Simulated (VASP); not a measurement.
Band structure of YSi (space group Cmcm). Computed with LDA (Ceperley-Alder, Perdew-Zunger), VASP's LDA PAW potentials (set 64) (plane waves; VASP).

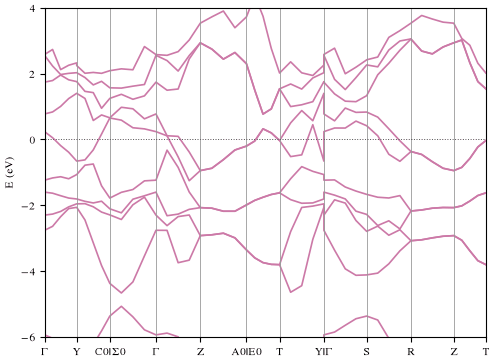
Bands along high-symmetry lines, zero at the valence-band maximum or, without a gap, the Fermi level

Read the plot: is there a gap, and where are the band edges?

It has no gap at this level: it comes out as a metal or semimetal.

The structure comes from a computed database's YSi entry (Cmcm); how it stands against other phases isn't given here. The cell was not relaxed at this level.
